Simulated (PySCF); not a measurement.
C$_{6}$H$_{12}$, SMILES `C1CCCCC1`.

PySCF calculation, BLYP/cc-pVDZ, gas phase; geometry: GFN2-xTB. No frequency check shows the geometry to be a minimum. A basis without diffuse functions makes polarisabilities too small.

Cartesian coordinates (Å):

```
C1      -1.1169   -0.9205    0.2416
C2       0.2387   -1.4275   -0.2416
C3       1.3556   -0.5070    0.2416
C4       1.1169    0.9204   -0.2416
C5      -0.2387    1.4275    0.2416
C6      -1.3556    0.5071   -0.2416
H7      -1.1421   -0.9412    1.3338
H8      -1.9113   -1.5752   -0.1236
H9       0.4084   -2.4429    0.1236
H10      0.2440   -1.4597   -1.3338
H11      1.3861   -0.5184    1.3338
H12      2.3198   -0.8677   -0.1236
H13      1.9114    1.5751    0.1236
H14      1.1421    0.9412   -1.3338
H15     -0.4085    2.4428   -0.1236
H16     -0.2441    1.4597    1.3338
H17     -1.3861    0.5185   -1.3338
H18     -2.3198    0.8677    0.1236
```

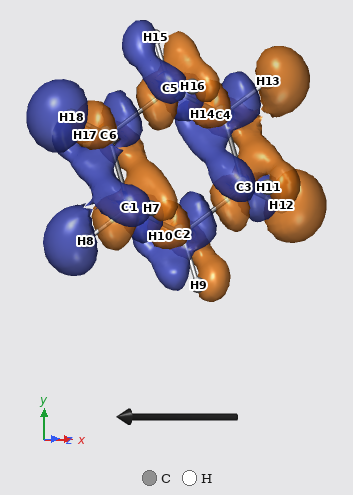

Change of the electron density in a uniform field of 0.10 V/Å along −x (arrow), surfaces at ±0.001 e/Å³ (orange: gain, blue: loss).

Question: How large is the response?

Answer: The induced dipole is 0.35 D (along the field); α along this axis, from the fields in both directions, is 68 bohr³ (10.1 Å³).

Question: Which atoms gain and lose the most charge?

Answer: Electrons gather most on H12 (Hirshfeld charge changes by −0.004 e) and leave H18 most (+0.004 e); 0.033 electrons are displaced in all.
